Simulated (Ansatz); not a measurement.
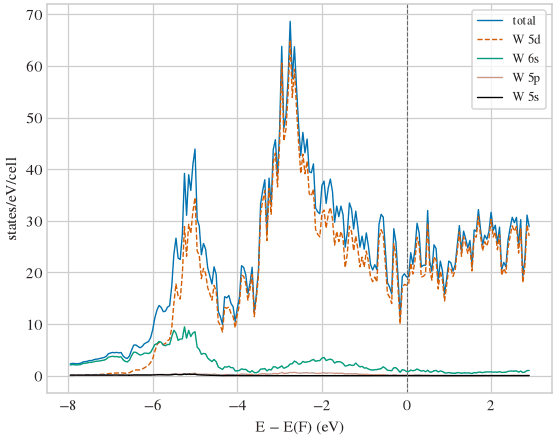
Total and projected density of states of W in space group P4_2/mnm (No. 136; Pearson symbol tP30), plane-wave PAW PBE (Ansatz code)

Question: Which orbitals carry the states next to the Fermi level?

Answer: Within 0.5 eV of the Fermi level: W 5d 90 %. Projections are on Löwdin-orthogonalised atomic valence shells; empty p or d shells of many metals are not among them.

Question: Where is the tallest occupied peak in this window, and what makes it?

Answer: Near -2.8 eV, about 69 states/eV per cell; the largest projected share is W 5d.

The start of the workflow was typed in or built on a structure type; neither database checked (COD, Materials Project) lists it. It is not the phase usual at ambient conditions (space group No. 229). The PBE relaxation kept the symmetry of its start; whether a distortion lowers the energy is not shown. No spin polarisation was allowed. Spin–orbit coupling is left out wherever it is not named.

Potentials: the later of the program's two PAW sets.
